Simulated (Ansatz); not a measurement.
Potential energy curve for C4H12Ge, SMILES C[C]([GeH3])(C)C. The C1–Ge14 bond (C1 also carries C, C, C; Ge14 carries H, H, H) is stretched with both fragments frozen at the PBE0/def2-SVP optimised geometry.

```
17

C      0.0000     0.0000     0.0000
C      0.0000     1.4478    -0.4933
C     -1.2538    -0.7240    -0.4933
C      1.2539    -0.7239    -0.4931
H      0.0010     1.4765    -1.5980
H     -0.8906     1.9995    -0.1516
H      0.8898     2.0000    -0.1501
H     -2.1769    -0.2295    -0.1501
H     -1.2862    -1.7711    -0.1515
H     -1.2793    -0.7375    -1.5980
H      1.2872    -1.7706    -0.1501
H      2.1769    -0.2284    -0.1512
H      1.2786    -0.7390    -1.5979
Ge     0.0000     0.0000     1.9849
H     -1.2471     0.7362     2.5199
H     -0.0140    -1.4482     2.5198
H      1.2612     0.7119     2.5198
```

Methods: RKS-PBE = restricted PBE/def2-SVP (Ansatz, a program for electronic structure); UKS-PBE0 = unrestricted PBE0/def2-SVP in Ansatz; UKS-BLYP = unrestricted BLYP/def2-SVP (Ansatz).

Energies are in eV, each relative to the lowest point of its own curve near equilibrium.

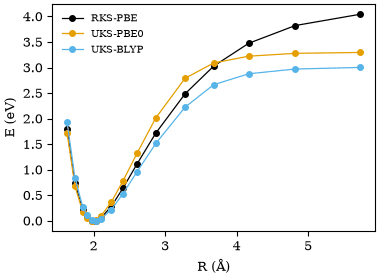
*Energy against bond length for each method.*

```
R / Å  RKS-PBE  UKS-PBE0  UKS-BLYP
-----  -------  --------  --------
1.63     1.787     1.716     1.930
1.74     0.733     0.675     0.833
1.85     0.206     0.171     0.266
1.91     0.068     0.048     0.107
1.98     0.000     0.000     0.017
2.03     0.000     0.014     0.000
2.10     0.049     0.085     0.027
2.25     0.284     0.369     0.219
2.41     0.635     0.775     0.528
2.61     1.116     1.326     0.964
2.87     1.714     2.012     1.512
3.28     2.485     2.790     2.224
3.68     3.027     3.088     2.663
4.17     3.474     3.222     2.877
4.82     3.821     3.277     2.970
5.73     4.043     3.295     3.001
```

At the longest distance, 5.73 Å, RKS-PBE lies highest above its minimum (4.043 eV) and UKS-BLYP lowest (3.001 eV).

The restricted form behind RKS-PBE keeps the bonding electrons paired and can't separate into open-shell fragments. The unrestricted determinant behind UKS-PBE0 is spin-contaminated at 3.28 to 5.73 Å (<S²> up to 1.0, against 0.00 for a pure singlet). The unrestricted determinant behind UKS-BLYP is spin-contaminated at 3.68 to 5.73 Å (<S²> up to 1.0, against 0.00 for a pure singlet).
